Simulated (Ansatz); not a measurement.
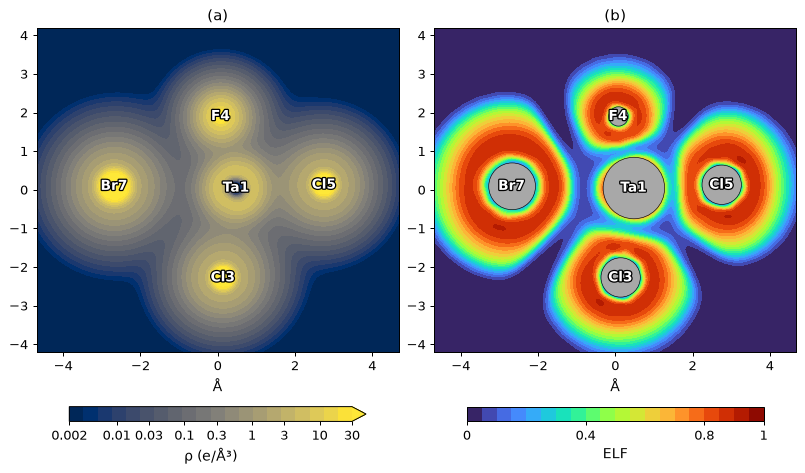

BrCl₄FHTa. (a) electron density; (b) ELF on the plane of atoms F4, Ta1 and Br7. Grey discs cover the atomic cores in the ELF map.

Core potentials replace the inner electrons of Ta.

Method: RKS PBE/def2-SVP in Ansatz.

```xyz
8

Ta   -0.0277    0.0706    0.1477
Cl    2.2243    0.7555    0.2977
Cl   -0.2017    0.2808    2.4719
F     0.4369   -0.6619   -1.5376
Cl   -1.0385    1.9951   -0.5227
Cl   -1.8298   -1.4259    0.1670
Br    1.3562   -2.6549    0.9185
H     2.6661   -2.0545    0.9225
```

Interpret the plot.

Answer. The plane passes through Ta, Cl, F and Br nuclei.
Ta–F (1.90 Å): ρ is about 0.98 e/Å³ halfway; the ELF peaks at about 0.85 in the valence shell of F, 0.5 Å from its nucleus, and drops to about 0.25 between the two atoms.
Ta–Cl (2.27 Å): the density is about 0.7 e/Å³ at the midpoint; the ELF peaks at about 0.85 in the valence shell of Cl, 0.8 Å from its nucleus, and is about 0.40 at the midpoint.
Ta–Br (3.15 Å): ρ is about 0.15 e/Å³ halfway; the ELF peaks at about 0.85 in the valence shell of Br, 1.1 Å from its nucleus, and is about 0.25 at the midpoint.
Ta–Cl (2.34 Å): ρ is about 0.61 e/Å³ halfway; the ELF peaks at about 0.85 in the valence shell of Cl, 0.8 Å from its nucleus, and is about 0.35 at the midpoint.
